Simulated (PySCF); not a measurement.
Dissociation curve of CuCl, singlet.

Computed with: UKS-PBE0 = unrestricted PBE0/def2-TZVP run with PySCF; UHF/def2-TZVP (PySCF); RHF/def2-TZVP (PySCF).

Magnitude of the dipole moment (D; its direction can reverse along the curve, and a method can change to another solution) and Mulliken charge of the fragment that holds Cu1:

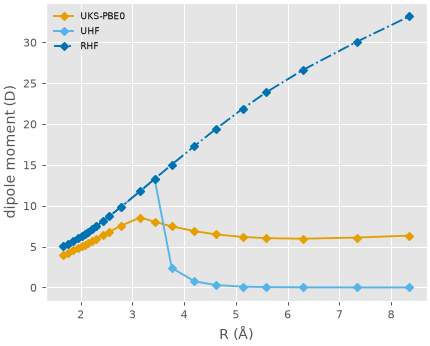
Fig. 1. Dipole moment against bond length.

```
R / Å  μ UKS-PBE0  q UKS-PBE0  μ UHF  q UHF  μ RHF  q RHF
-----  ----------  ----------  -----  -----  -----  -----
1.66         3.99        0.71   5.07   0.80   5.07   0.80
1.75         4.23        0.63   5.35   0.75   5.35   0.75
1.86         4.54        0.55   5.71   0.69   5.71   0.69
1.95         4.82        0.50   6.04   0.65   6.04   0.65
2.02         5.04        0.48   6.31   0.63   6.31   0.63
2.08         5.24        0.46   6.55   0.62   6.55   0.62
2.15         5.47        0.46   6.84   0.62   6.84   0.62
2.21         5.67        0.46   7.10   0.62   7.10   0.62
2.30         5.98        0.46   7.50   0.63   7.50   0.63
2.43         6.43        0.48   8.11   0.66   8.11   0.66
2.55         6.83        0.50   8.70   0.68   8.70   0.68
2.78         7.55        0.52   9.86   0.72   9.86   0.72
3.15         8.56        0.54  11.79   0.77  11.79   0.77
3.43         8.05        0.47  13.28   0.80  13.28   0.80
3.76         7.48        0.41   2.40   0.11  15.03   0.82
4.20         6.89        0.34   0.76   0.03  17.32   0.85
4.61         6.50        0.29   0.30   0.01  19.38   0.87
5.13         6.19        0.25   0.11   0.00  21.87   0.89
5.59         6.04        0.23   0.05   0.00  23.90   0.89
6.29         5.97        0.20   0.02   0.00  26.60   0.89
7.34         6.11        0.17   0.01   0.00  30.08   0.86
8.35         6.35        0.16   0.01   0.00  33.17   0.83
```

The unrestricted determinant behind UKS-PBE0 is spin-contaminated at 3.43 to 8.35 Å (<S²> up to 0.8, against 0.00 for a pure singlet). At the longest distance UKS-PBE0 leaves fractional charges on the fragments, a sign of delocalisation error or of the restricted form. The unrestricted determinant behind UHF is spin-contaminated at 3.76 to 8.35 Å (<S²> up to 1.0, against 0.00 for a pure singlet). The restricted form behind RHF keeps the bonding electrons paired and can't separate into open-shell fragments.
